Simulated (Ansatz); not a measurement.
# LuRu3Br2: the cost of one run

All numbers below are computed with Ansatz 0.2.0 (DFT PBE, plane waves, PAW, scalar-relativistic, no spin polarisation).

### 1 Starting point

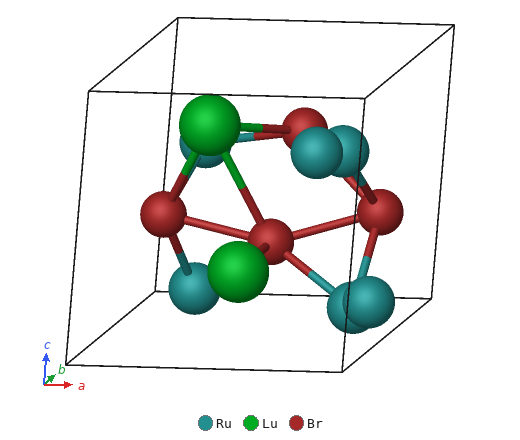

The starting structure, seen slightly off an axis (ruthenium teal, lutetium green, bromine red). Each atom of the cell is drawn once.

As a file:

```cif
data_structure
_symmetry_space_group_name_H-M 'P 1'
_symmetry_Int_Tables_number 1
_cell_length_a 6.8996
_cell_length_b 7.0300
_cell_length_c 6.2736
_cell_angle_alpha 73.279
_cell_angle_beta 87.648
_cell_angle_gamma 96.639
_cell_volume 288.59
loop_
_atom_site_label
_atom_site_type_symbol
_atom_site_fract_x
_atom_site_fract_y
_atom_site_fract_z
_atom_site_occupancy
Ru1 Ru 0.13382 0.94213 0.00490 1
Ru2 Ru 0.76455 0.48805 0.64467 1
Ru3 Ru 0.13035 0.93899 0.54078 1
Ru4 Ru 0.79851 0.06159 0.75489 1
Ru5 Ru 0.80606 0.62596 0.03803 1
Ru6 Ru 0.97417 0.25005 0.16376 1
Lu1 Lu 0.30480 0.39120 0.75400 1
Lu2 Lu 0.49734 0.23803 0.26464 1
Br1 Br 0.52353 0.80869 0.62741 1
Br2 Br 0.80622 0.85646 0.32476 1
Br3 Br 0.47169 0.68625 0.25289 1
Br4 Br 0.09884 0.60886 0.36410 1
```

### 2 Molecular dynamics

The input, input.yaml:

```yaml
crystal:
  lattice:
    - [6.841981, -0.847392, 0.271443]
    - [0.038228, 7.023311, 0.303845]
    - [0.209529, 1.542636, 6.077398]
  atoms:
    - { symbol: Ru, position: [0.133819, 0.942126, 0.004902] }
    - { symbol: Ru, position: [0.764545, 0.488052, 0.644671] }
    - { symbol: Ru, position: [0.130346, 0.938994, 0.540784] }
    - { symbol: Ru, position: [0.798508, 0.061588, 0.754889] }
    - { symbol: Ru, position: [0.806057, 0.625961, 0.038035] }
    - { symbol: Ru, position: [0.974174, 0.250054, 0.163765] }
    - { symbol: Lu, position: [0.304796, 0.391195, 0.754] }
    - { symbol: Lu, position: [0.497344, 0.238033, 0.264635] }
    - { symbol: Br, position: [0.523528, 0.808687, 0.627407] }
    - { symbol: Br, position: [0.80622, 0.856459, 0.324761] }
    - { symbol: Br, position: [0.471689, 0.686249, 0.252889] }
    - { symbol: Br, position: [0.098839, 0.608862, 0.364097] }
kpoints:
  mp_grid: { grid: [2, 2, 3] }
magnetization:
  spin_polarized: false
scf:
  occupations: { method: cold, width: 0.15 }
hamiltonian:
  pseudopotentials: { kind: paw }
  xc: pbe
basis:
  ecutwfc: 420
md:
  timestep: 1.5
  n_steps: 60
  ensemble: nve
  temperature: 100.0
  initial_velocities: maxwell_boltzmann
  seed: 793124
```

Launch:

```console
$ ansatz run input.yaml --threads 2 --pin off --max-ram 2560MiB --backend cpu --events-out ev --progress --plain --runs-dir out
```

What time and memory should one allow on 2 threads of Arm Neoverse V1, shared host?

About 9.2 min, with a peak of 0.77 GiB.
